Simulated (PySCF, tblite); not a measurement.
**C4H12NSSi radical: geometry, infrared bands and EPR parameters**

Aim: predict the infrared bands and EPR parameters of C4H12NSSi radical (`C[SiH](C)C[C](N)S`).

Computed with tblite 0.8.0 and PySCF 2.14.0, with density-fitted response routines of our own, on a single molecule in the gas phase. Atoms count from 0, in the outputs and in this text.

## Step 1: The starting structure

19 atoms, charge 0, multiplicity 2; geometry from: force field or distance geometry start.

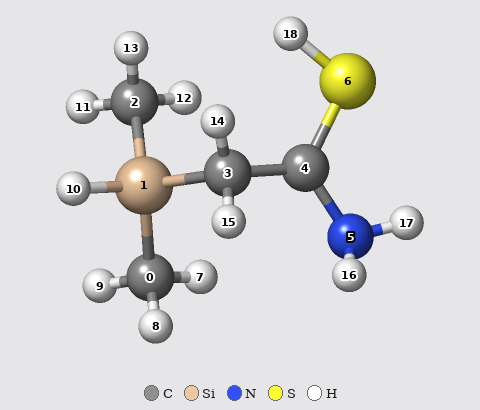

The starting geometry (carbon grey, silicon light orange, nitrogen blue, sulfur yellow, hydrogen white), atoms numbered.

## Step 2: Geometry optimisation with GFN2-xTB

Job settings and geometry (Å):

```
{"job": {"kind": "relax", "xc": "GFN2-xTB", "basis": "xTB"}, "charge": 0, "multiplicity": 2}
C      1.730400    -1.199100    -0.660100
Si     0.857900     0.452700    -0.790700
C      1.436200     1.597200     0.569300
C     -1.014100     0.256100    -0.777800
C     -1.580200    -0.348400     0.492200
N     -1.735200    -1.792100     0.631800
S     -2.199200     0.627100     1.762500
H      1.520000    -1.675900     0.303800
H      1.397300    -1.872700    -1.455200
H      2.801800    -1.078000    -0.742100
H      1.229000     1.059800    -2.085600
H      2.499100     1.783400     0.494800
H      1.220800     1.182200     1.566000
H      0.917900     2.563800     0.493500
H     -1.467800     1.238100    -0.959200
H     -1.294200    -0.378500    -1.612000
H     -2.076100    -2.233600    -0.209000
H     -2.382600    -2.011000     1.388900
H     -1.870900     1.838300     1.299300
```

Launch:

```bash
$ OMP_NUM_THREADS=1 python probes_run.py task.json out
```

The driver reads the jobs from task.json and runs them one after another.

Output:

```text
step      E/eV     max force
  0    -611.88702    1.931
  1    -611.99732    0.584
  2    -612.01808    0.339
  3    -612.03414    0.383
  4    -612.04922    0.356
  5    -612.05794    0.275
  6    -612.06221    0.139
  7    -612.06500    0.150
  8    -612.06785    0.201
  9    -612.07153    0.233
 10    -612.07535    0.226
 11    -612.07922    0.243
 12    -612.08387    0.197
 13    -612.08953    0.328
 14    -612.09580    0.352
 15    -612.10361    0.227
 16    -612.10941    0.214
 17    -612.11559    0.251
 18    -612.12179    0.267
 19    -612.12706    0.213
 20    -612.13076    0.166
 21    -612.13332    0.169
 22    -612.13575    0.204
 23    -612.13861    0.217
 24    -612.14277    0.147
 25    -612.14574    0.161
 26    -612.14946    0.132
 27    -612.15231    0.159
 28    -612.15518    0.159
 29    -612.15826    0.184
 30    -612.16152    0.147
 31    -612.16387    0.146
 32    -612.16500    0.138
 33    -612.16647    0.089
 34    -612.16774    0.078
 35    -612.16932    0.110
 36    -612.17102    0.111
 37    -612.17255    0.120
 38    -612.17374    0.125
 39    -612.17464    0.071
 40    -612.17500    0.052
 41    -612.17525    0.052
 42    -612.17553    0.056
 43    -612.17591    0.065
 44    -612.17636    0.064
 45    -612.17678    0.047
 46    -612.17718    0.059
 47    -612.17761    0.061
 48    -612.17813    0.075
 49    -612.17863    0.061
 50    -612.17905    0.052
 51    -612.17939    0.043
 52    -612.17984    0.059
 53    -612.18023    0.052
 54    -612.18049    0.031
 55    -612.18066    0.029
 56    -612.18077    0.027
 57    -612.18085    0.024
 58    -612.18092    0.017
 59    -612.18097    0.015
 60    -612.18101    0.016
 61    -612.18107    0.020
 62    -612.18114    0.023
 63    -612.18121    0.024
 64    -612.18126    0.017
 65    -612.18130    0.015
 66    -612.18133    0.013
 67    -612.18137    0.014
 68    -612.18141    0.015
 69    -612.18144    0.010
 70    -612.18146    0.010
```

It took 0.47 s on 1 thread of Arm Neoverse V2, shared host.

Step by step: (not every step is listed)

```csv
step,energy from step 0 (eV),largest force (eV/Å)
0,0.0000,1.9312
1,-0.1103,0.5837
2,-0.1311,0.3394
3,-0.1471,0.3833
4,-0.1622,0.3556
5,-0.1709,0.2748
6,-0.1752,0.1386
7,-0.1780,0.1503
8,-0.1808,0.2006
13,-0.2025,0.3277
18,-0.2348,0.2665
23,-0.2516,0.2172
28,-0.2682,0.1587
33,-0.2794,0.0888
38,-0.2867,0.1251
43,-0.2889,0.0646
48,-0.2911,0.0755
53,-0.2932,0.0515
58,-0.2939,0.0175
63,-0.2942,0.0244
65,-0.2943,0.0153
66,-0.2943,0.0129
67,-0.2944,0.0136
68,-0.2944,0.0151
69,-0.2944,0.0100
70,-0.2944,0.0102
```

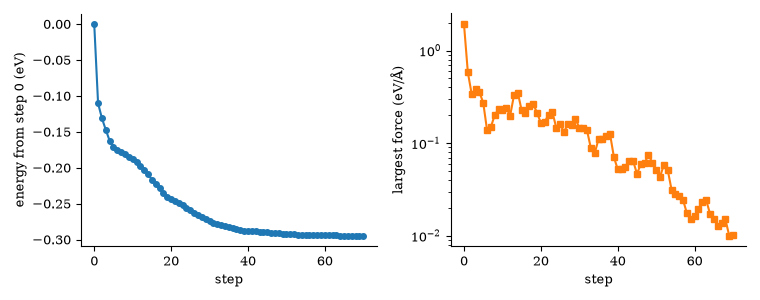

Energy and largest force along the relaxation.

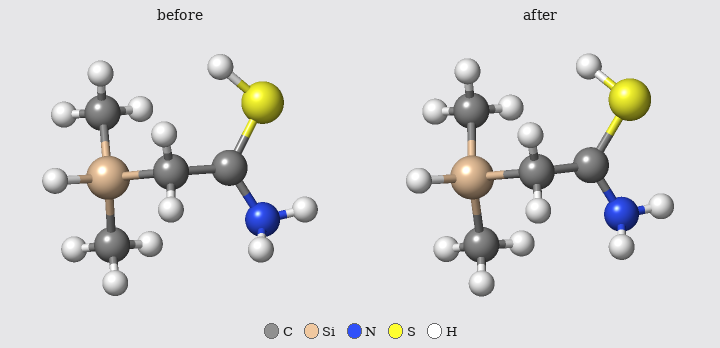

The geometry before (left) and after (right).

Distances of close pairs at the start and the end, largest changes first:

```csv
bond,before (Å),after (Å),change (Å)
C4–N5,1.459,1.382,-0.077
C4–S6,1.717,1.769,+0.052
Si1–C3,1.882,1.930,+0.048
C3–C4,1.516,1.480,-0.036
Si1–C2,1.869,1.902,+0.033
C0–Si1,1.873,1.899,+0.026
C2–H12,1.101,1.087,-0.014
C2–H13,1.099,1.086,-0.013
```

The end geometry stands in the next job.

## Step 3: Vibrational analysis with GFN2-xTB

Job settings and geometry (Å):

```
{"job": {"kind": "ir", "xc": "GFN2-xTB", "basis": "xTB"}, "charge": 0, "multiplicity": 2}
C      1.663932    -1.244323    -0.652742
Si     0.862565     0.463379    -0.867509
C      1.353577     1.604688     0.572876
C     -1.055829     0.251119    -0.857271
C     -1.496774    -0.281084     0.451638
N     -1.603579    -1.650293     0.606554
S     -2.459896     0.729863     1.537185
H      1.337905    -1.711709     0.271948
H      1.400912    -1.911971    -1.467590
H      2.746775    -1.170333    -0.626227
H      1.248431     1.066166    -2.156432
H      2.427418     1.762361     0.597827
H      1.065586     1.172723     1.527726
H      0.883304     2.580707     0.493175
H     -1.526316     1.213615    -1.048180
H     -1.346350    -0.425824    -1.665424
H     -1.927270    -2.177152    -0.199061
H     -2.054035    -1.935728     1.463845
H     -1.530159     1.673046     1.728081
```

Output:

```text
mode    cm-1     km/mol
  1      31.4      0.82
  2      49.4      0.40
  3      95.1      0.08
  4     115.7      0.01
  5     137.1      8.87
  6     150.8      0.61
  7     176.0      5.98
  8     182.1     28.79
  9     229.0      8.51
 10     291.0      9.70
 11     322.2     21.57
 12     336.4      4.37
 13     370.4      9.50
 14     578.6     18.62
 15     607.2     50.97
 16     643.4     63.63
 17     654.6      9.65
 18     701.8    246.28
 19     733.1     43.27
 20     744.9      2.43
 21     768.2     17.47
 22     800.4      0.73
 23     838.8    109.39
 24     844.7    222.61
 25     858.3    202.29
 26     862.3    108.84
 27     991.9     19.02
 28    1078.3     50.60
 29    1192.0     57.99
 30    1226.8     39.84
 31    1333.7     74.36
 32    1370.7     14.40
 33    1373.0      8.76
 34    1449.0      7.38
 35    1478.7      0.01
 36    1485.6      0.35
 37    1487.6      2.08
 38    1492.1     44.05
 39    1493.0     11.30
 40    2161.9    393.05
 41    2332.4    143.87
 42    2915.6     42.84
 43    3002.2     18.95
 44    3031.0     22.44
 45    3036.2     27.94
 46    3041.6     30.48
 47    3042.8     11.81
 48    3045.3     13.27
 49    3047.6     55.14
 50    3302.0     12.69
 51    3465.1      4.39
```

It took 0.64 s on 1 thread of Arm Neoverse V2, shared host.

The strongest bands and the atoms that carry them (share of the mass-weighted mode):

```csv
cm⁻¹,km/mol,atoms
702,246.3,"H17 36 %, H16 34 %, N5 22 %"
839,109.4,"H7 24 %, H8 18 %, H12 17 %, C0 11 %"
845,222.6,"Si1 19 %, H18 18 %, H13 17 %"
858,202.3,"H9 19 %, Si1 14 %, H11 13 %, H18 12 %"
862,108.8,H18 54 %
1334,74.4,"C4 62 %, N5 17 %"
2162,393.1,H10 97 %
2332,143.9,H18 97 %
```

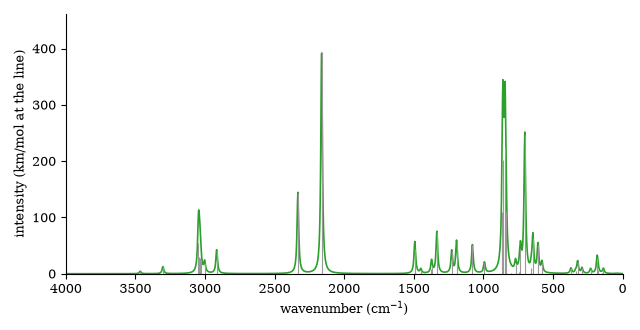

The infrared spectrum from these modes, unscaled. Lines are broadened to a width of 14 cm⁻¹ (Lorentzian).

## Step 4: EPR parameters: B3LYP/pcH-1

Same as in step 3 but for these lines:

```diff
@@ -1,2 +1,2 @@
-{"job": {"kind": "ir", "xc": "GFN2-xTB", "basis": "xTB"}, "charge": 0, "multiplicity": 2}
+{"job": {"kind": "epr", "basis": "pcH-1"}, "charge": 0, "multiplicity": 2}
 C      1.663932    -1.244323    -0.652742
```

With the program's defaults for keys left out, this is: UKS B3LYP, pcH-1 on C H N S Si, non-relativistic, mean-field spin-orbit, GIAO.

Output:

```text
UKS, coarse grid
  cycle   1  E = -902.00607458  |g| = 4.55e-01
  cycle   2  E = -901.96553103  |g| = 5.30e-01
  cycle   3  E = -902.10257394  |g| = 5.49e-02
  cycle   4  E = -902.10356997  |g| = 3.73e-02
  cycle   5  E = -902.10422404  |g| = 5.51e-03
  cycle   6  E = -902.10424289  |g| = 2.80e-03
  cycle   7  E = -902.10424700  |g| = 9.25e-04
UKS, final grid
  cycle   1  E = -902.10427947  |g| = 1.13e-03
  cycle   2  E = -902.10427860  |g| = 1.74e-03
  cycle   3  E = -902.10428019  |g| = 1.50e-04
  cycle   4  E = -902.10428020  |g| = 5.64e-05
  cycle   5  E = -902.10428020  |g| = 1.86e-05
E = -902.10428020 Eh   <S^2> = 0.7541 (exact 0.7500)
g shifts (ppm)      1          2          3
  rmc          -182       -182       -182
  gc             69         29         37
  oz_so       -1460        590       2115
  total       -1573        438       1970
hyperfine (MHz)  atom isotope    a_iso     a_fc   dipolar eigenvalues
    0   13C      -0.79      -0.79     -0.44     -0.39      0.83
    1  29Si     -75.44     -75.51    -10.38      4.93      5.45
    2   13C      -0.27      -0.27     -0.58     -0.25      0.83
    3   13C      -4.50      -4.52     -2.44      0.15      2.29
    4   13C     165.14     165.03    -67.34    -66.99    134.33
    5   14N      26.06      26.09     -8.70     -7.69     16.39
    6   33S      -4.99      -4.81    -12.78     -9.40     22.18
    7    1H      -0.17      -0.17     -2.48     -1.90      4.39
    8    1H       0.79       0.79     -1.33     -1.05      2.37
    9    1H       1.20       1.20     -0.90     -0.73      1.63
   10    1H      12.26      12.26     -1.50     -1.11      2.60
   11    1H      -0.54      -0.54     -0.99     -0.76      1.75
   12    1H       0.46       0.46     -2.73     -2.43      5.16
   13    1H       1.12       1.12     -1.47     -1.16      2.62
   14    1H      13.57      13.57     -3.74     -3.27      7.01
   15    1H      61.65      61.64     -3.91     -2.57      6.48
   16    1H      64.09      64.07     -8.99     -5.18     14.17
   17    1H     -10.35     -10.37     -8.71     -5.61     14.33
   18    1H      55.48      55.48     -4.36     -2.64      7.00
```

It took 1.8 min on 1 thread of Arm Neoverse V2, shared host; peak memory 1.1 GiB.

Principal g values 2.00075, 2.00276, 2.00429; g(iso) = 2.00260, against 2.00232 for a free electron.

Hyperfine couplings; where a row names several nuclei, a(iso) is their mean (it holds for fast rotation or exchange) and the dipolar term the largest among them:

```csv
nuclei,isotope,a(iso) (MHz),"a(iso) (G, at g = 2.0023)",largest dipolar term (MHz)
C4,13C,165.1,58.9,134.3
Si1,29Si,-75.4,-26.9,-10.4
H18,1H,55.5,19.8,7.0
"H14, H15",1H,37.6,13.4,7.0
"H16, H17",1H,26.9,9.6,14.3
N5,14N,26.1,9.3,16.4
H10,1H,12.3,4.4,2.6
S6,33S,-5.0,-1.8,22.2
C3,13C,-4.5,-1.6,-2.4
"C0, C2",13C,-0.5,-0.2,0.8
"H7, H8, H9, H11, H12, H13",1H,0.5,0.2,5.2
```

Mulliken spin populations:

C0 0.00; Si1 0.03; C2 0.00; C3 -0.05; C4 0.73; N5 0.12; S6 0.06; H7 0.00; H8 0.00; H9 0.00; H10 0.01; H11 0.00; H12 0.00; H13 0.00; H14 0.01; H15 0.04; H16 0.03; H17 -0.01; H18 0.02

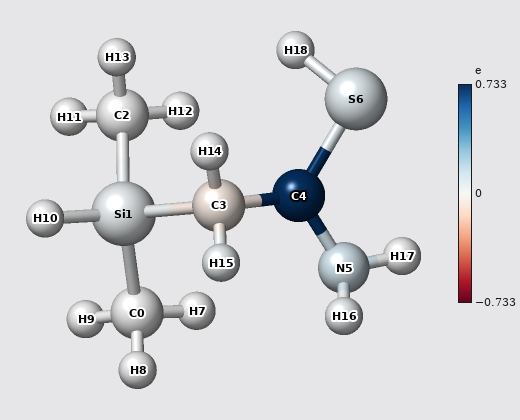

Mulliken spin populations, as colours on the atoms.

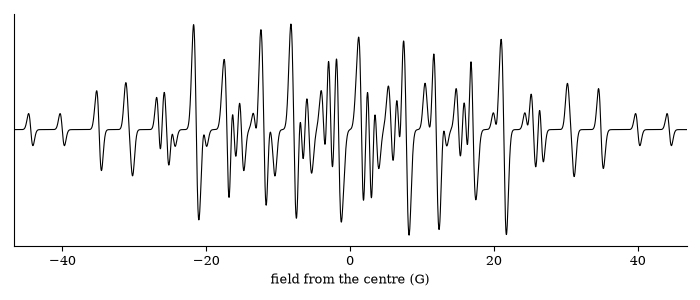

First-order isotropic spectrum (first derivative, main isotopes with spin only, couplings over 0.8 MHz, Gaussian width 0.3 G; couplings of the frozen geometry, rotation of groups not averaged beyond the rows shown).

The fields below are evaluated on a grid from the run's orbitals.

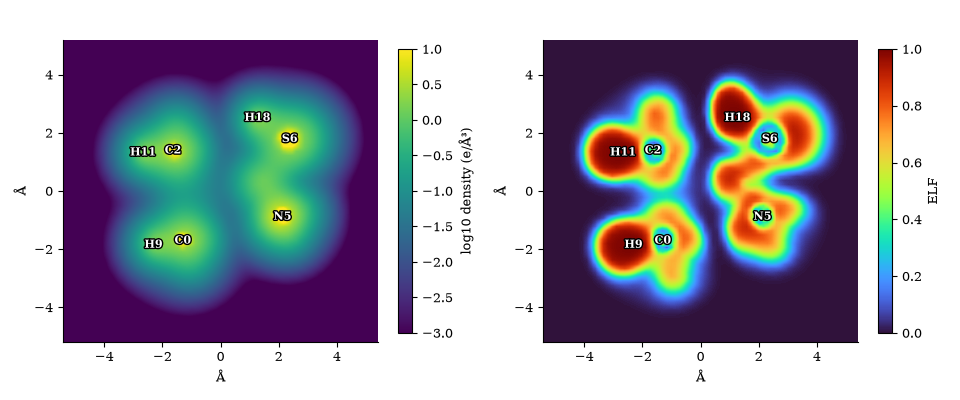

Density (left) and ELF (right) in a plane through or near 7 of the atoms.

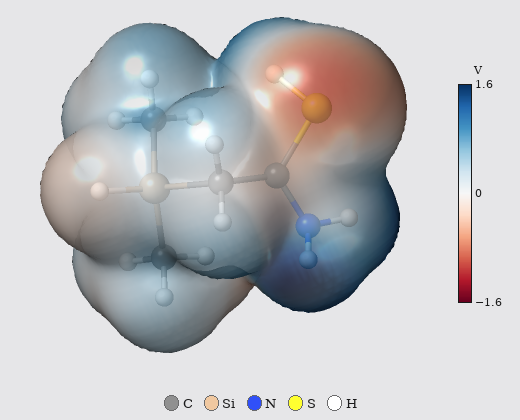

The potential that a unit positive charge feels on the 0.002 e/bohr³ surface, from -0.90 V near S6 to 1.60 V near H16.

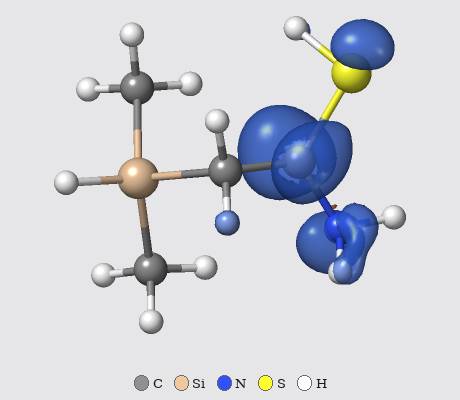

Spin density at ±0.04 e/Å³ (alpha excess blue, beta excess red).

## Step 5: What came out

| quantity | value |
| --- | --- |
| strongest single infrared mode (GFN2-xTB) | 2162 cm⁻¹, 393 km/mol |
| zero-point energy (GFN2-xTB) | 92.9 kcal/mol |
| g(iso) (B3LYP) | 2.00260 |
| ⟨S²⟩ | 0.754 (exact 0.75) |
| largest a(iso) (averaged by class) | 13C on C4, 165.1 MHz |
| surface potential, least and greatest | -0.90 V and 1.60 V |

Over 70 steps the energy fell by 0.294 eV; of the close pairs, C4–N5 changed most, 1.459 to 1.382 Å. All 51 modes are real, so the xTB geometry is a minimum. The strongest single mode, at 2162 cm⁻¹, moves mainly H10. Unscaled tight-binding wavenumbers are off by several per cent, some by more. Its intensities can rank the bands wrongly. Most of the unpaired spin sits on C4 (0.73 e). The isotropic g lies 0.3 ppt above the free-electron value.
